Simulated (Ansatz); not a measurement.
KSi16: several calculations on one system

## 1. Relaxation

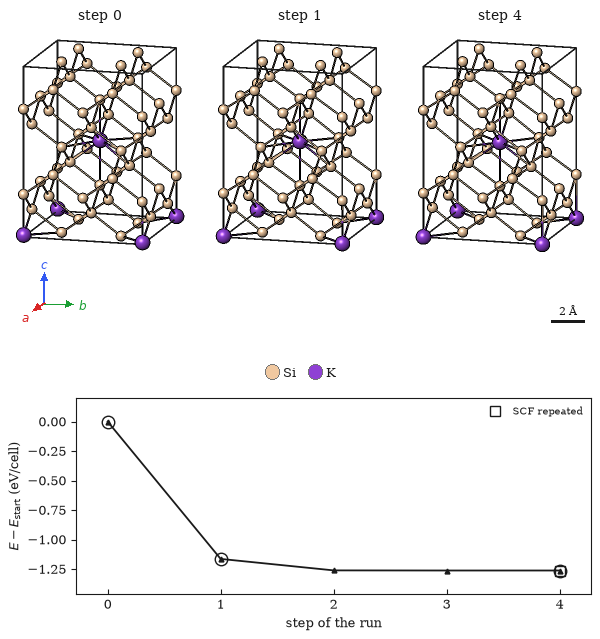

Frames of a relaxation of a defect cell of composition KSi₁₆ (cell charge +1), marked on the history of the run. Style: ball-and-stick. Shown: the conventional cell (2 times the calculation's cell), slightly off an axis. Lengths and directions refer to the drawn axes.

Case: K interstitial, charge +1, atoms relaxed.

Computed with DFT LDA, scalar-relativistic, plane waves, PAW in Ansatz 0.2.0.

Input
```yaml
crystal:
  lattice:
    - [0.0, 5.401942276, -5.401942276]
    - [5.401942276, 5.401942276, 0.0]
    - [5.401942276, 0.0, -5.401942276]
  atoms:
    - { symbol: Si, position: [0.125, 0.125, 0.125] }
    - { symbol: Si, position: [0.125, 0.625, 0.125] }
    - { symbol: Si, position: [0.625, 0.125, 0.125] }
    - { symbol: Si, position: [0.625, 0.625, 0.125] }
    - { symbol: Si, position: [0.125, 0.125, 0.625] }
    - { symbol: Si, position: [0.125, 0.625, 0.625] }
    - { symbol: Si, position: [0.625, 0.125, 0.625] }
    - { symbol: Si, position: [0.625, 0.625, 0.625] }
    - { symbol: Si, position: [0.25, 0.75, 0.25] }
    - { symbol: Si, position: [0.25, 0.25, 0.25] }
    - { symbol: Si, position: [0.75, 0.75, 0.25] }
    - { symbol: Si, position: [0.75, 0.25, 0.25] }
    - { symbol: Si, position: [0.25, 0.75, 0.75] }
    - { symbol: Si, position: [0.25, 0.25, 0.75] }
    - { symbol: Si, position: [0.75, 0.75, 0.75] }
    - { symbol: Si, position: [0.75, 0.25, 0.75] }
    - { symbol: K, position: [-0.0162110821, 0.0093107881, 0.0157250322] }
total_charge: 1
basis:
  ecutwfc: 420
  xc_grid: 2
kpoints:
  mp_grid: { grid: [3, 3, 3], shift: [0.0, 0.0, 0.0] }
hamiltonian:
  xc: lda
scf:
  occupations: { method: gaussian, width: 0.02 }
output:
  forces: true
  stress: false
  eigenvalues: true
relax:
  adjacent_minimum: "off"
  f_tol: 0.02
  max_steps: 60
```

Launched with:
```bash
ansatz run input.yaml --threads 4 --pin off --max-ram 10240MiB --backend cpu --events-out ev --progress --plain --runs-dir out
```

### Describe the path.

The energy falls by 1.262 eV per cell of the calculation in 3 accepted moves (4 points after the start). Largest force component: 2.5 eV/Å at the start, 0.0011 eV/Å at the end. 1 step only repeated the SCF at the same geometry. The largest moves, 0.13 Å, are those of Si3 and K17. K17 goes along [−1 −1 −3]. Largest moves by element: K 0.13 Å, Si 0.13 Å. The lattice vectors keep their values. Among the contacts that change: Si3–K17 2.240 → 2.464 Å, Si12–K17 2.566 → 2.774 Å, Si1–K17 2.288 → 2.464 Å, Si1–Si10 2.339 → 2.215 Å. Bond angles that change, for instance: Si13–Si2–K17 73.5° → 69.2°, Si4–Si9–K17 127.8° → 123.6°, Si4–Si11–K17 127.3° → 123.6°. Cost: 16 s on 4 threads of Intel(R) Xeon(R) 6975P-C (Granite Rapids), on a shared host, peak memory 0.8 GiB. From step 0 to 1: Si atoms move most (0.10 Å), energy −1.164 eV per cell of the calculation. From step 1 to 4: K17 moves most (0.06 Å), energy −98.2 meV per cell of the calculation.

| step | E − E(0), meV/atom | largest force component, eV/Å | note |
| --- | --- | --- | --- |
| 0 | 0.00 | 2.5170 |  |
| 1 | -68.49 | 0.8943 |  |
| 2 | -74.21 | 0.0849 |  |
| 3 | -74.26 | 0.0011 |  |
| 4 | -74.26 | 0.0011 | same geometry, SCF repeated |

Limits of the set-up: the periodic images lie only 7.6 Å apart, so the values are limited by the cell's size; the cell is charged, on a uniform background, and energies carry no finite-size correction.

## 2. Relaxation

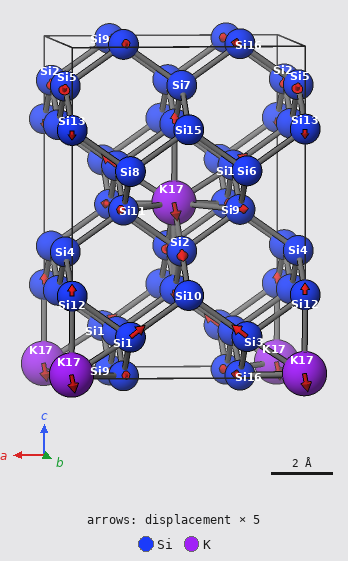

This is a relaxation of a defect cell of composition KSi16 (cell charge +1). The starting structure is drawn; red arrows show the displacements, magnified 5 times.

Style: ball-and-stick. Shown: the conventional cell (2 times the calculation's cell), from a free direction. Lengths and directions refer to the drawn axes.

Case: K interstitial, charge +1, atoms relaxed.

Method: DFT PBE, scalar-relativistic, plane waves, PAW in Ansatz 0.2.0.

Input
```yaml
crystal:
  lattice:
    - [0.0, 5.4700937627, -5.4700937627]
    - [5.4700937627, 5.4700937627, 0.0]
    - [5.4700937627, 0.0, -5.4700937627]
  atoms:
    - { symbol: Si, position: [0.125, 0.125, 0.125] }
    - { symbol: Si, position: [0.125, 0.625, 0.125] }
    - { symbol: Si, position: [0.625, 0.125, 0.125] }
    - { symbol: Si, position: [0.625, 0.625, 0.125] }
    - { symbol: Si, position: [0.125, 0.125, 0.625] }
    - { symbol: Si, position: [0.125, 0.625, 0.625] }
    - { symbol: Si, position: [0.625, 0.125, 0.625] }
    - { symbol: Si, position: [0.625, 0.625, 0.625] }
    - { symbol: Si, position: [0.25, 0.75, 0.25] }
    - { symbol: Si, position: [0.25, 0.25, 0.25] }
    - { symbol: Si, position: [0.75, 0.75, 0.25] }
    - { symbol: Si, position: [0.75, 0.25, 0.25] }
    - { symbol: Si, position: [0.25, 0.75, 0.75] }
    - { symbol: Si, position: [0.25, 0.25, 0.75] }
    - { symbol: Si, position: [0.75, 0.75, 0.75] }
    - { symbol: Si, position: [0.75, 0.25, 0.75] }
    - { symbol: K, position: [-0.0160091094, 0.0091947857, 0.0155291152] }
total_charge: 1
basis:
  ecutwfc: 420
  xc_grid: 2
kpoints:
  mp_grid: { grid: [2, 2, 2], shift: [0.0, 0.0, 0.0] }
hamiltonian:
  xc: pbe
scf:
  occupations: { method: gaussian, width: 0.02 }
output:
  forces: true
  stress: false
  eigenvalues: true
relax:
  adjacent_minimum: "off"
  f_tol: 0.02
  max_steps: 60
```

Command:
```bash
ansatz run input.yaml --threads 8 --pin off --max-ram 20480MiB --backend cpu --events-out ev --progress --plain --runs-dir out
```

> Describe the change and its energy.

Over 3 accepted moves (4 points after the start) the energy falls by 1.242 eV per cell of the calculation. The largest force component goes from 2.4 to 0.0012 eV/Å. 1 step only repeated the SCF at the same geometry. The largest moves, 0.13 Å, are those of Si3 and K17. Si3 goes along [2 0 1]. Largest moves by element: Si 0.13 Å, K 0.13 Å. The cell doesn't change. Near-neighbour distances that change, for instance: Si3–K17 2.270 → 2.495 Å, Si12–K17 2.600 → 2.811 Å, Si1–K17 2.317 → 2.495 Å, Si1–Si10 2.369 → 2.242 Å. Among the angles between lasting bonds that change: Si4–Si9–K17 127.8° → 123.6°, Si4–Si11–K17 127.2° → 123.6°, Si14–Si1–K17 72.6° → 69.2°. The run took 3.5 s on 8 threads of Intel(R) Xeon(R) 6975P-C (Granite Rapids), with other jobs on the host, peak memory 1.1 GiB.

Limits of the set-up: the periodic images lie only 7.7 Å apart, so the values are limited by the cell's size; the cell is charged, on a uniform background, and energies carry no finite-size correction.

## 3. Path

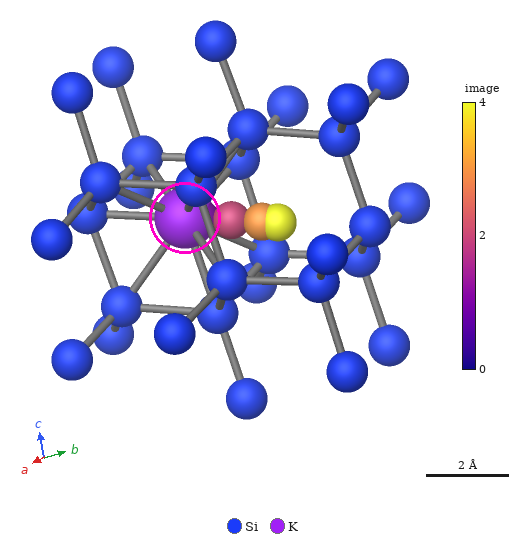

NEB run on a defect cell of composition KSi$_{16}$ (cell charge +1) (17 atoms in the cell). Images are numbered from 0 (start) to 4 (end). The start is drawn whole; smaller spheres mark the moving atoms (K) in the later images, joined by lines and coloured by the number of the image. A ball-and-stick model of the atoms within 5.4 Å of the middle of the path, seen slightly off an axis. The moving atom is ringed, with any periodic copies. Bonds to atoms that aren't drawn are left out.

The calculation used Ansatz, DFT LDA, scalar-relativistic, plane waves, PAW. Set-up: plane-wave cutoff 420 eV; k-point mesh 3 × 3 × 3; Gaussian smearing 0.02 eV; 3 movable images; climbing image.

> What moves, how far, and at what cost in energy?

The K atom travels furthest, 2.34 Å from end to end, along [−1 3 −1], on a straight line. At the highest image its nearest neighbour (Si) is 2.50 Å away, against 2.46 Å at the start, and the surrounding atoms stand up to 0.44 Å off the mean of their end positions. The barrier is about 1.56 eV in both directions, with image 2 at the top; the ends have the same energy. The band is converged.

Limits of the set-up: the periodic images lie only 7.6 Å apart, so the values are limited by the cell's size; the cell is charged, on a uniform background, and energies carry no finite-size correction.

Cost: 68 s on 4 threads of Intel(R) Xeon(R) 6975P-C (Granite Rapids), with other jobs on the host, peak memory 1.4 GiB.
